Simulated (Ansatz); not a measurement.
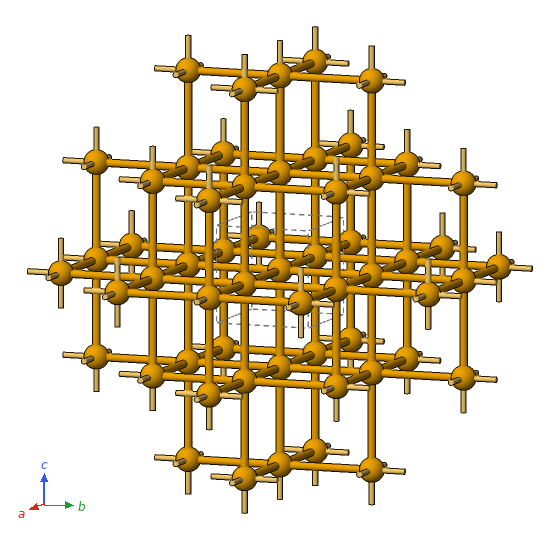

A cut-out of a periodic net derived from a crystal structure. Nodes are coloured by topological kind. Edges to nodes outside the piece are drawn as stubs.

What net is this?

A uninodal 6-connected, three-periodic net. It is the pcu net, known from NaCl, ReO3 and the B-X framework of perovskite.

Give point symbol and coordination sequence.

4¹²·6³, sequence 6, 18, 38, 66, 102.

The net was derived as follows. Sr3SbRh3 (space group Pm-3m, No. 221): the input geometry of an electronic-structure calculation (not necessarily at equilibrium); the starting structure was generated, so it need not be a known form of this composition. Bonds are taken as Rh–Sb below 3.2 Å; Sr is left out of the net, as the electropositive filling of the structure; no other contact counts. The graph is simplified in the usual way: terminal and isolated atoms are pruned, two-connected atoms become edges. Sb is a 6-connected node. Rh becomes part of the edges.
